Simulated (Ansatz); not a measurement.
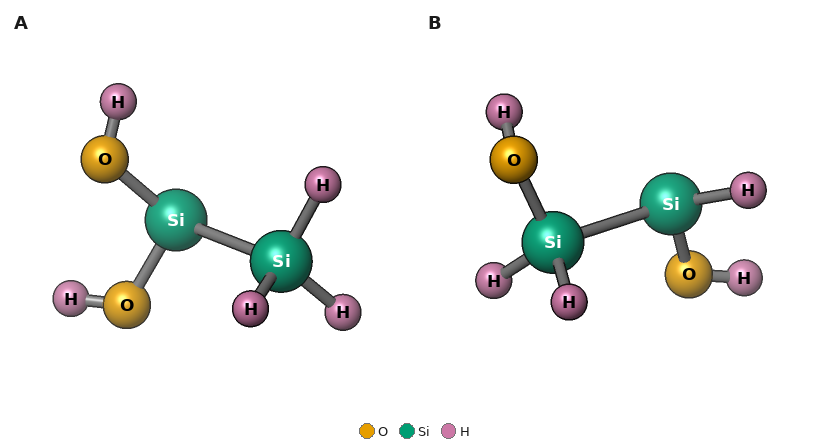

2 stationary structures of one formula. Charge 0, doublet. Geometries: PBE0-D4/def2-TZVP. Electronic energies: CCSD(T)/CBS (MP2 limit from def2-TZVPP and def2-QZVPP plus CCSD(T) − MP2) (Ansatz 0.2.0), without zero-point energy. No frequency run is at hand to confirm each as a minimum. Each is one conformer, not always the lowest.

### Are they conformers, stereoisomers or constitutional isomers?

They are constitutional isomers of H5O2Si2: A `O[Si](O)[SiH3]`, B `O[SiH][SiH2]O`.

### Which is lowest in energy, and by how much?

A is lowest; B lies 5.7 kcal/mol above it.

Give E(B) − E(A) in kcal/mol at these levels too: UHF-CCSD(T) (frozen core)/def2-TZVPP; PBE0-D4/def2-TZVPP; PBE0-D4/def2-TZVP; PBE-D4/def2-TZVPP; r2SCAN-D4/def2-TZVPP; B3LYP-D4/def2-TZVPP; B2PLYP (frozen core)/def2-TZVPP; CCSD(T)/CBS (MP2 limit from def2-TZVPP and def2-QZVPP plus CCSD(T) − MP2).

```tsv
level	E(B) − E(A) (kcal/mol)
UHF-CCSD(T) (frozen core)/def2-TZVPP	+5.7
PBE0-D4/def2-TZVPP	+6.1
PBE0-D4/def2-TZVP	+6.1
PBE-D4/def2-TZVPP	+6.6
r2SCAN-D4/def2-TZVPP	+6.4
B3LYP-D4/def2-TZVPP	+6.2
B2PLYP (frozen core)/def2-TZVPP	+5.9
CCSD(T)/CBS (MP2 limit from def2-TZVPP and def2-QZVPP plus CCSD(T) − MP2)	+5.7
```
